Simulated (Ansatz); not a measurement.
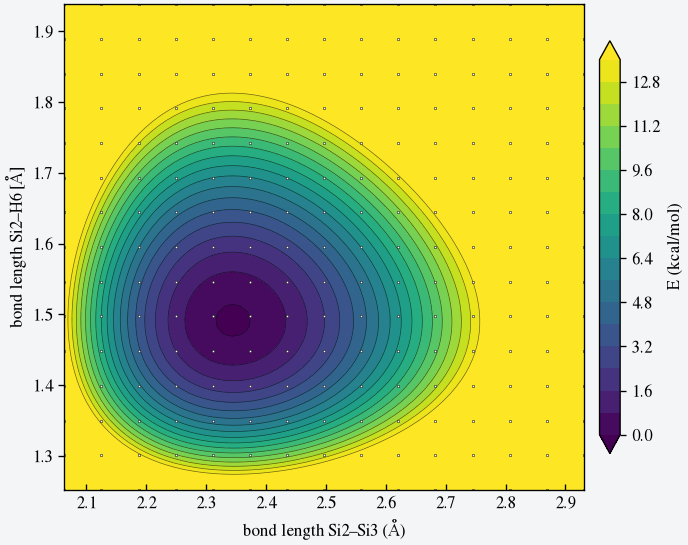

F₃H₃Si₂, SMILES F[SiH2][SiH](F)F. Coordinates scanned: (1) bond length Si2–Si3; (2) bond length Si2–H6. Nothing is relaxed (all other coordinates rigid). Grid: 15 × 15 points. Points are written as (first, second). Energies: kcal/mol, counted from the lowest grid point. The calculation used RKS PBE0-D4/def2-SVP (Ansatz).

The picture shows filled contours, dots at the grid points, one colour for all values above the top of the scale. Between grid points the surface is interpolated.

> Estimate the position of the minimum and the force constants in these coordinates.

The interpolated minimum is at bond length Si2–Si3 ≈ 2.344 Å, bond length Si2–H6 ≈ 1.491 Å. The curvatures there are about 11 eV/Å² and 18 eV/Å², with a cross term of about 0 eV/Å². Round the minimum the two coordinates are nearly uncoupled. (1 eV is 23.1 kcal/mol.)
